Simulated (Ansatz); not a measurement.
**Run report: CH$_{10}$Si$_{2}$, geometry relaxation (part 1 of 2)**

- system: CH$_{10}$Si$_{2}$
- method: RKS PBE/def2-SVP (Ansatz 0.2.0)

The input holds or restrains some coordinates. It belongs to a series of runs on one base structure; here: pulled along the bonds that form and break, towards end B.

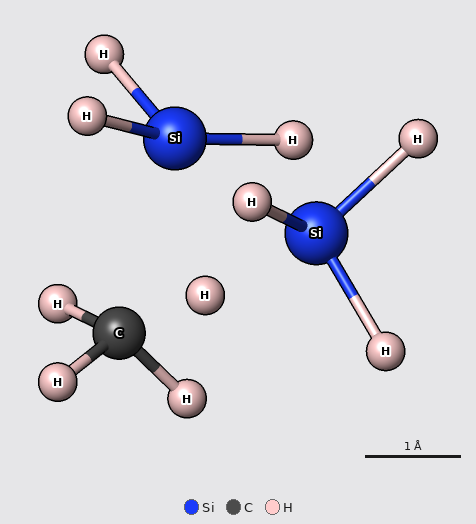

**Figure 1.** The structure as given in the input (ball-and-stick view, seen at a tilt).

Input file
```yaml
crystal:
  periodic: [false, false, false]
  atoms:
    - { symbol: Si, position_ang: [-0.6465, 0.7054, 0.7301] }
    - { symbol: C, position_ang: [0.5103, -1.0933, 1.115] }
    - { symbol: H, position_ang: [-1.875, 0.0257, 0.2898] }
    - { symbol: H, position_ang: [-1.2168, 1.1612, 2.0468] }
    - { symbol: H, position_ang: [0.4753, 1.6605, 0.7387] }
    - { symbol: H, position_ang: [0.3422, -0.4891, -0.1405] }
    - { symbol: Si, position_ang: [0.0682, 0.4237, -1.7544] }
    - { symbol: H, position_ang: [0.1574, -2.0537, 0.7499] }
    - { symbol: H, position_ang: [1.594, -1.0391, 1.0672] }
    - { symbol: H, position_ang: [0.2616, -1.0758, 2.174] }
    - { symbol: H, position_ang: [0.4356, -0.6487, -2.695] }
    - { symbol: H, position_ang: [1.0725, 1.4676, -2.0024] }
    - { symbol: H, position_ang: [-1.1788, 0.9556, -2.3193] }
basis:
  gaussian: { orbitals: def2-SVP }
hamiltonian:
  xc: pbe
relax:
  f_tol: 0.15
  max_steps: 25
  restrain:
    - { distance: [0, 6], at: 2.22, k: 30.0 }
    - { distance: [5, 1], at: 1.07, k: 30.0 }
    - { distance: [0, 1], at: 3.17, k: 30.0 }
    - { distance: [5, 6], at: 2.72, k: 30.0 }
output:
  orbitals: {}
```

Machine: 2 threads of Arm Neoverse V2, 24 GiB of memory available, shared host.

Launched with:
```bash
ansatz run input.yaml --threads 2 --pin off --max-ram 3072MiB --backend cpu --events-out ev --progress --plain --runs-dir out
```

Output
```
The last accepted step is kept in [file] (removed where the run ends without a failure and the disk answers)
Engine: ansatz 0.2.0, aarch64-unknown-linux-gnu
Functional definition: PBE
  parameter kappa = 0.804
  parameter beta = 0.06672455060314922
  exchange = pbe_x(kappa = kappa, mu = beta*pi^2/3)
  correlation = pbe_c(beta = beta)
1130 factors; their error is unknown
mean field evaluation 1: about -16928.4538 eV, gradient 5.0e1 eV
mean field evaluation 2: about -16917.0621 eV, gradient 7.4e1 eV
mean field evaluation 4: about -16934.9710 eV, gradient 4.5e0 eV
mean field evaluation 8: about -16935.0613 eV, gradient 7.7e-2 eV
mean field evaluation 16: about -16934.9872 eV, gradient 7.0e-5 eV
mean field -16934.98719953 eV, -622.3493006362 hartree, gradient 7.0e-5 eV, S^2 0.000000; 0 other end points of the search recorded, 0 dependent functions left out
the calculation of the forces begins
reference -16934.98723919 eV, -622.3493020937 hartree; 22, 22 occupied and 78, 78 virtual orbitals, 1130 factors
relax step   1: F+E_penalty+E_count = -16934.98719953 eV  Δ(F+E_penalty+E_count) = +0.000e0 eV  max|allowed force component| = 1.525e0 eV/Å  E_restraint = 29.48036645 eV  max|allowed force component, restraints' pulls added| = 2.965e1 eV/Å  Δτ_max = 0.0000 Å  (25 SCF iters, accepted)
  distance Si 0 - Si 6 = 2.6006 Å
  distance H 5 - C 1 = 1.4034 Å
  distance Si 0 - C 1 = 2.1729 Å
  distance H 5 - Si 6 = 1.8743 Å
these checks for a lower state are left out or cut short: starts, cluster_reference, orbital_swaps, neighbouring_geometries, increment
1130 factors; their error is unknown
mean field -16934.32793602 eV, -622.3250731491 hartree, gradient 9.4e-6 eV, S^2 0.000000; 0 other end points of the search recorded, 0 dependent functions left out
[... from here on the field's lines of each further geometry are left out, up to the last ...]
relax step   2: F+E_penalty+E_count = -16934.32793602 eV  Δ(F+E_penalty+E_count) = +6.593e-1 eV  max|allowed force component| = 2.234e0 eV/Å  E_restraint = 14.93657476 eV  max|allowed force component, restraints' pulls added| = 2.026e1 eV/Å  Δτ_max = 0.1949 Å  (34 SCF iters, accepted)
relax step   3: F+E_penalty+E_count = -16933.81469645 eV  Δ(F+E_penalty+E_count) = +5.132e-1 eV  max|allowed force component| = 2.703e0 eV/Å  E_restraint = 5.28620477 eV  max|allowed force component, restraints' pulls added| = 1.052e1 eV/Å  Δτ_max = 0.1949 Å  (33 SCF iters, accepted)
relax step   4: F+E_penalty+E_count = -16933.82592671 eV  Δ(F+E_penalty+E_count) = -1.123e-2 eV  max|allowed force component| = 2.967e0 eV/Å  E_restraint = 0.58923480 eV  max|allowed force component, restraints' pulls added| = 2.051e0 eV/Å  Δτ_max = 0.1949 Å  (34 SCF iters, accepted)
relax step   5: F+E_penalty+E_count = -16934.85654010 eV  Δ(F+E_penalty+E_count) = -1.031e0 eV  max|allowed force component| = 2.445e0 eV/Å  E_restraint = 0.13468656 eV  max|allowed force component, restraints' pulls added| = 1.227e0 eV/Å  Δτ_max = 0.1986 Å  (33 SCF iters, accepted)
relax step   6: F+E_penalty+E_count = -16935.81780005 eV  Δ(F+E_penalty+E_count) = -9.613e-1 eV  max|allowed force component| = 2.015e0 eV/Å  E_restraint = 0.08004118 eV  max|allowed force component, restraints' pulls added| = 1.241e0 eV/Å  Δτ_max = 0.1926 Å  (25 SCF iters, accepted)
relax step   7: F+E_penalty+E_count = -16936.53631886 eV  Δ(F+E_penalty+E_count) = -7.185e-1 eV  max|allowed force component| = 1.928e0 eV/Å  E_restraint = 0.07401771 eV  max|allowed force component, restraints' pulls added| = 1.064e0 eV/Å  Δτ_max = 0.1964 Å  (26 SCF iters, accepted)
relax step   8: F+E_penalty+E_count = -16937.08635415 eV  Δ(F+E_penalty+E_count) = -5.500e-1 eV  max|allowed force component| = 1.871e0 eV/Å  E_restraint = 0.06410268 eV  max|allowed force component, restraints' pulls added| = 8.707e-1 eV/Å  Δτ_max = 0.1962 Å  (26 SCF iters, accepted)
relax step   9: F+E_penalty+E_count = -16937.47823231 eV  Δ(F+E_penalty+E_count) = -3.919e-1 eV  max|allowed force component| = 1.712e0 eV/Å  E_restraint = 0.07027401 eV  max|allowed force component, restraints' pulls added| = 8.648e-1 eV/Å  Δτ_max = 0.2000 Å  (25 SCF iters, accepted)
relax step  10: F+E_penalty+E_count = -16937.82564269 eV  Δ(F+E_penalty+E_count) = -3.474e-1 eV  max|allowed force component| = 1.693e0 eV/Å  E_restraint = 0.06347012 eV  max|allowed force component, restraints' pulls added| = 6.820e-1 eV/Å  Δτ_max = 0.1949 Å  (25 SCF iters, accepted)
relax step  11: F+E_penalty+E_count = -16938.06637084 eV  Δ(F+E_penalty+E_count) = -2.407e-1 eV  max|allowed force component| = 1.551e0 eV/Å  E_restraint = 0.04598336 eV  max|allowed force component, restraints' pulls added| = 5.640e-1 eV/Å  Δτ_max = 0.1904 Å  (26 SCF iters, accepted)
relax step  12: F+E_penalty+E_count = -16938.23230682 eV  Δ(F+E_penalty+E_count) = -1.659e-1 eV  max|allowed force component| = 1.436e0 eV/Å  E_restraint = 0.03859824 eV  max|allowed force component, restraints' pulls added| = 3.529e-1 eV/Å  Δτ_max = 0.2000 Å  (25 SCF iters, accepted)
relax step  13: F+E_penalty+E_count = -16938.33075096 eV  Δ(F+E_penalty+E_count) = -9.844e-2 eV  max|allowed force component| = 1.308e0 eV/Å  E_restraint = 0.03447406 eV  max|allowed force component, restraints' pulls added| = 1.450e-1 eV/Å  Δτ_max = 0.2000 Å  (25 SCF iters, accepted)
relax step  14: F+E_penalty+E_count = -16938.36464504 eV  Δ(F+E_penalty+E_count) = -3.389e-2 eV  max|allowed force component| = 1.225e0 eV/Å  E_restraint = 0.03743612 eV  max|allowed force component, restraints' pulls added| = 1.716e-1 eV/Å  Δτ_max = 0.1648 Å  (25 SCF iters, accepted)
the calculation of the forces begins
reference -16938.36528487 eV, -622.4734429827 hartree; 22, 22 occupied and 78, 78 virtual orbitals, 1130 factors
relax step  15: F+E_penalty+E_count = -16938.36524504 eV  Δ(F+E_penalty+E_count) = -6.000e-4 eV  max|allowed force component| = 1.202e0 eV/Å  E_restraint = 0.03459067 eV  max|allowed force component, restraints' pulls added| = 1.243e-1 eV/Å  Δτ_max = 0.0268 Å  (27 SCF iters, accepted)
  distance Si 0 - Si 6 = 2.2595 Å
  distance H 5 - C 1 = 1.0905 Å
  distance Si 0 - C 1 = 3.1876 Å
  distance H 5 - Si 6 = 2.7238 Å
1130 factors; their error is unknown
mean field evaluation 128: about -16938.3652 eV, gradient 1.6e-1 eV
```

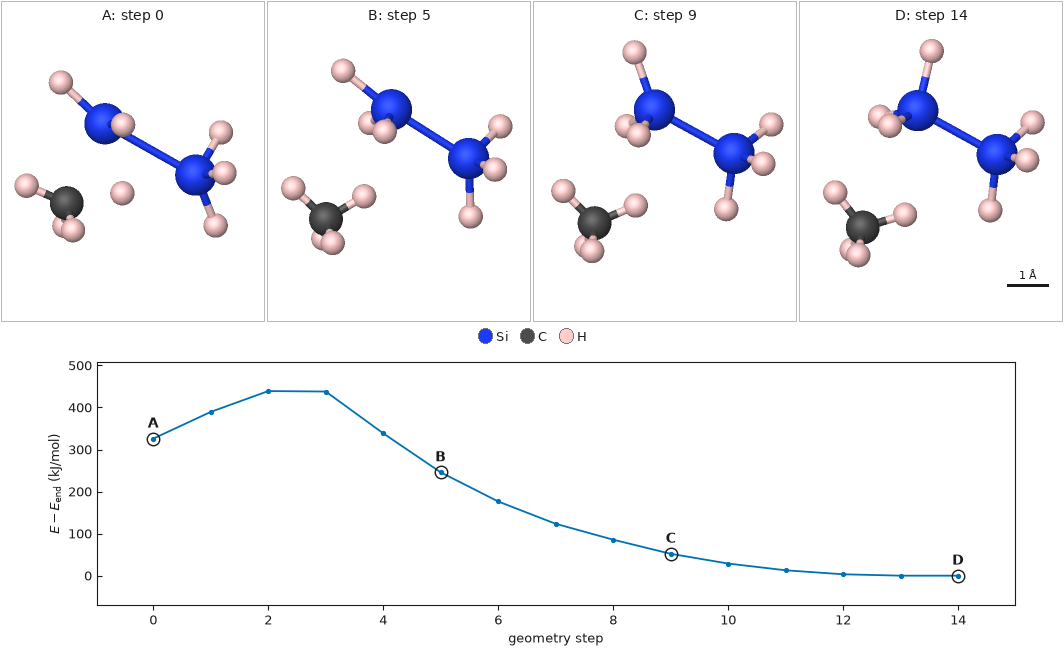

**Figure 2.** Frames of the restrained relaxation (ball-and-stick view, seen on its broad side) above the curves, on which the letters mark them (the first geometry is step 0 here and step 1 in the log).

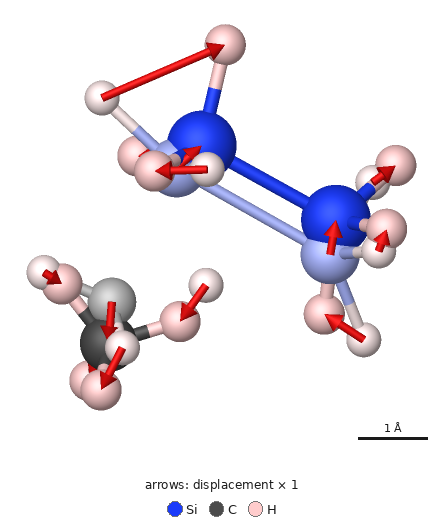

**Figure 3.** Start (faint) and end (solid) with the displacements as red arrows, at true length (ball-and-stick view, seen on its broad side). The two geometries are laid on each other by the best rigid fit. The largest move after the best rigid fit is that of H4, 1.96 Å. Largest moves by element: H 1.96 Å, C 0.60 Å, Si 0.52 Å. Distances before and after: Si1–Si7 2.601 → 2.260 Å, C2–H6 1.403 → 1.090 Å, Si7–H12 1.470 → 1.507 Å, Si1–H3 1.471 → 1.502 Å. New bonds form: C2–H6 (1.40 → 1.09 Å). Among the angles that change: H4–Si1–Si7 166.5° → 106.1°, H3–Si1–H5 159.5° → 110.7°, H5–Si1–Si7 82.3° → 113.3°. Over 14 geometry steps the energy falls by 325.9 kJ/mol. Largest force component: 1.5 eV/Å at the start, 1.2 eV/Å at the end. (Atoms are counted from 1 in the order of the input.)

```
mean field -16938.36524504 eV, -622.4734415188 hartree, gradient 9.5e-6 eV, S^2 0.000000; 1 other end points of the search recorded, 0 dependent functions left out
the calculation of the forces begins
reference -16938.36528487 eV, -622.4734429827 hartree; 22, 22 occupied and 78, 78 virtual orbitals, 1130 factors
Total energy: -16938.36528487 eV, -622.4734429827 hartree
Atom 0 at    -0.837933     1.065891     0.476595 Å, force    -0.597546     0.543044     1.028801 eV/Å
Atom 1 at     0.874639    -1.573267     0.989306 Å, force     0.332505    -0.682080     0.551323 eV/Å
Atom 2 at    -1.699001    -0.073986     0.940477 Å, force    -0.017913    -0.006830     0.002352 eV/Å
Atom 3 at    -1.680517     2.317491     0.558420 Å, force    -0.000897     0.010126     0.007569 eV/Å
Atom 4 at     0.324863     1.264930     1.403914 Å, force     0.016748     0.008446     0.006027 eV/Å
Atom 5 at     0.695422    -0.985948     0.088178 Å, force    -0.039067     0.164246    -0.308021 eV/Å
Atom 6 at    -0.230092     0.858412    -1.689728 Å, force     0.280521    -0.053058    -1.201516 eV/Å
Atom 7 at     0.504041    -2.604078     0.823426 Å, force    -0.000539     0.036097     0.001536 eV/Å
Atom 8 at     1.964362    -1.611673     1.182702 Å, force    -0.017192     0.013303    -0.001750 eV/Å
Atom 9 at     0.364496    -1.137626     1.867613 Å, force     0.042112    -0.041810    -0.075046 eV/Å
Atom 10 at     0.198331    -0.537432    -2.053646 Å, force     0.011145    -0.002673    -0.025849 eV/Å
Atom 11 at     0.910565     1.790821    -2.007501 Å, force    -0.000663     0.007511     0.009009 eV/Å
Atom 12 at    -1.389177     1.226464    -2.579857 Å, force    -0.009215     0.003678     0.005566 eV/Å
Dipole moment:     0.051949    -0.089642     0.033639 e Å
```

Trajectory as extended XYZ (Å, eV, eV/Å), 15 frames, from step=1 to step=15
```
13
Properties=species:S:1:pos:R:3:forces:R:3 step=1 energy=-16934.98720
Si   -0.6465    0.7054    0.7301    0.6199  -1.5246   1.4142
C     0.5103   -1.0933    1.1150   -0.6567   0.9247   0.4263
H    -1.8750    0.0257    0.2898   -0.4591  -0.2973  -0.5724
H    -1.2168    1.1612    2.0468   -0.2330   0.1977   0.5935
H     0.4753    1.6605    0.7387    0.5316   0.4188  -0.4689
H     0.3422   -0.4891   -0.1405   -0.2706   0.6769  -1.1457
Si    0.0682    0.4237   -1.7544    0.3606  -0.1716  -0.0421
H     0.1574   -2.0537    0.7499   -0.3470  -0.5333  -0.3902
H     1.5940   -1.0391    1.0672    0.7135   0.1765  -0.1426
H     0.2616   -1.0758    2.1740   -0.2348   0.0372   0.9801
H     0.4356   -0.6487   -2.6950    0.1318  -0.7411  -0.3887
H     1.0725    1.4676   -2.0024    0.5692   0.5459  -0.0261
H    -1.1788    0.9556   -2.3193   -0.7253   0.2902  -0.2373
13
Properties=species:S:1:pos:R:3:forces:R:3 step=2 energy=-16934.32794
Si   -0.7123    0.8304    0.6258    0.7580  -1.5989   0.9640
C     0.5780   -1.1950    1.1265   -1.4881   2.2345   0.1361
H    -1.8844    0.0237    0.2796   -0.8491  -0.6616  -0.2928
H    -1.2181    1.1637    2.0456   -0.2108   0.3042   0.0547
H     0.4827    1.6705    0.7308    0.9496   0.6193   0.0149
H     0.3684   -0.5808    0.0295   -0.4935   0.5884   0.3966
Si    0.0304    0.4972   -1.7982    0.8759  -0.9601   0.5161
H     0.1543   -2.0792    0.7417   -0.3568  -1.9553  -0.5665
H     1.6200   -1.0440    1.0656    1.9884  -0.2697  -0.0385
H     0.2639   -1.0808    2.1799   -0.2644   0.3674   0.0168
H     0.4341   -0.6491   -2.6942   -0.0840  -0.3000   0.0931
H     1.0809    1.4784   -2.0046    0.7471   0.8677  -0.2592
H    -1.1979    0.9650   -2.3281   -1.5725   0.7640  -1.0352
13
Properties=species:S:1:pos:R:3:forces:R:3 step=3 energy=-16933.81470
Si   -0.7734    0.9568    0.4934    0.7057  -1.6628   1.7012
C     0.6442   -1.2962    1.1451   -1.8517   2.5657   0.7527
H    -1.8988    0.0105    0.2790   -0.7813  -0.6815  -0.1577
H    -1.2192    1.1684    2.0350   -0.2562   0.5623  -0.7226
H     0.5000    1.6798    0.7364    0.9315   0.5456   0.2231
H     0.3965   -0.6741    0.1983   -0.7292   0.9824   0.2992
Si   -0.0104    0.5703   -1.8140    1.3664  -1.3006   0.2220
H     0.1517   -2.1186    0.7339   -0.2437  -2.7027  -0.5254
H     1.6576   -1.0541    1.0666    2.5895  -0.6351   0.1039
H     0.2587   -1.0713    2.1725   -0.0437   0.2472  -0.6239
H     0.4293   -0.6459   -2.6848   -0.3499   0.1665   0.6610
H     1.0917    1.4934   -2.0104    0.7093   0.9345  -0.3454
H    -1.2278    0.9809   -2.3512   -2.0467   0.9786  -1.5881
13
Properties=species:S:1:pos:R:3:forces:R:3 step=4 energy=-16933.82593
Si   -0.8133    1.0583    0.3532    0.4432  -1.3241   2.9668
C     0.7169   -1.4145    1.1903   -1.5223   1.9090   1.1227
H    -1.9337   -0.0239    0.2800    0.4024  -0.5332  -0.1172
H    -1.2389    1.2178    1.9530   -0.6443   1.1705  -1.1636
H     0.5444    1.7031    0.7608    0.3860  -0.5339   0.0572
H     0.4150   -0.7558    0.3742   -0.8754   1.5208  -0.7822
Si   -0.0500    0.6546   -1.8101   -0.0467   0.1701  -1.6558
H     0.1780   -2.2234    0.7512    0.2971  -2.0509  -0.0163
H     1.7380   -1.1176    1.0949    1.7270  -0.9820   0.2868
H     0.2566   -1.0639    2.1577    0.3606  -0.3313  -0.6072
H     0.3970   -0.6162   -2.6166   -0.4474   0.2214   1.0256
H     1.1237    1.5449   -2.0326    0.0875   0.4508  -0.2198
H    -1.3336    1.0368   -2.4560   -0.1675   0.3126  -0.8972
```
